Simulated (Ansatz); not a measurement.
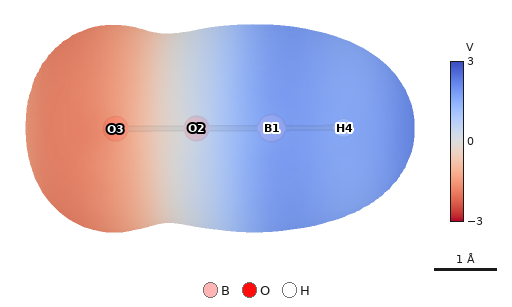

Figure 1: BHO2 (SMILES B=[O+][O-]). The molecular electrostatic potential painted on the density surface at 0.002 e/bohr³, seen across its widest extent; the colour scale runs from red (negative) to blue (positive).

Geometry: BLYP-D3(BJ)/def2-SVP.

Computed with isolated molecule in a Gaussian basis; Kohn-Sham density functional theory, functional PBE0 in Ansatz 0.2.0.

```yaml
atoms:
  - { symbol: B, position_ang: [0.0000, 0.0000, -0.6520] }
  - { symbol: O, position_ang: [0.0000, 0.0000, 0.5779] }
  - { symbol: O, position_ang: [0.0000, 0.0000, 1.9056] }
  - { symbol: H, position_ang: [0.0000, 0.0000, -1.8314] }
```

**Where is the surface potential most negative and most positive?**

The most negative region (about −1.8 V) lies over O3, the most positive (about +2.1 V) over H4. O3 is the likeliest acceptor of a hydrogen bond.

**What dipole moment does the calculation give?**

Its dipole moment is 4.77 D.
